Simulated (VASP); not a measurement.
Energy against volume of LiCl (rock salt). These are r2SCAN meta-GGA, VASP's PBE PAW potentials (set 64) (plane waves; VASP) values and carry that method's errors.

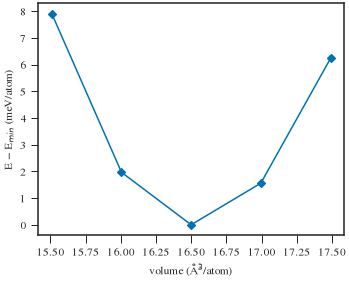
Energy against volume

Task: Estimate the equilibrium volume and the bulk modulus.

Result: The minimum lies near 16.5 Å³/atom, and the curvature gives B0 of about 38 GPa.

The compound is LiCl in the rock salt structure. It was relaxed first.
